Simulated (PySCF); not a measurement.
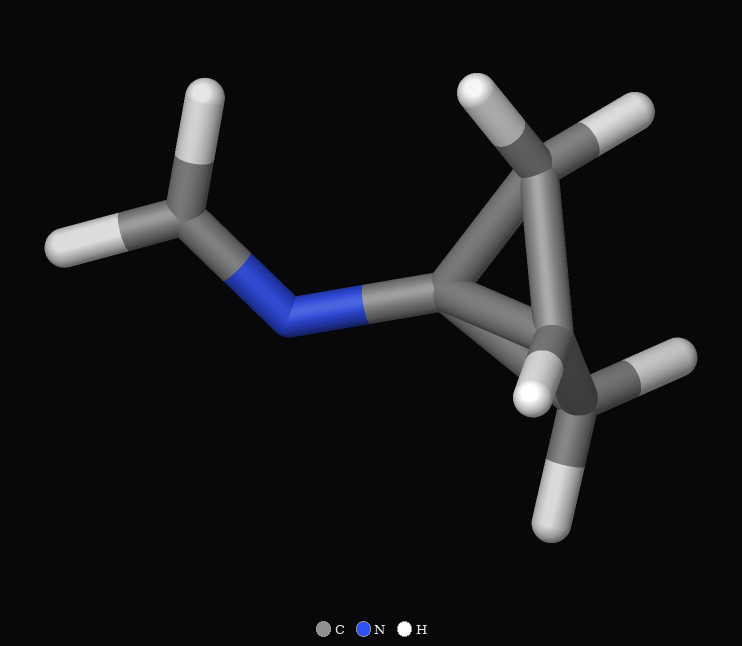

The computed structure is the end point of a GFN2-xTB optimisation. No frequency run is at hand to confirm it as a minimum.

Draw it as a skeletal formula.

SMILES: C=N[C@]12C[C@H]1C2

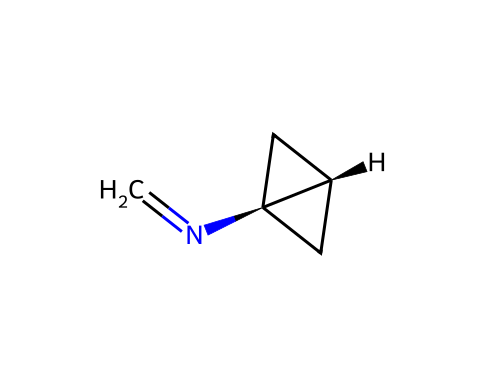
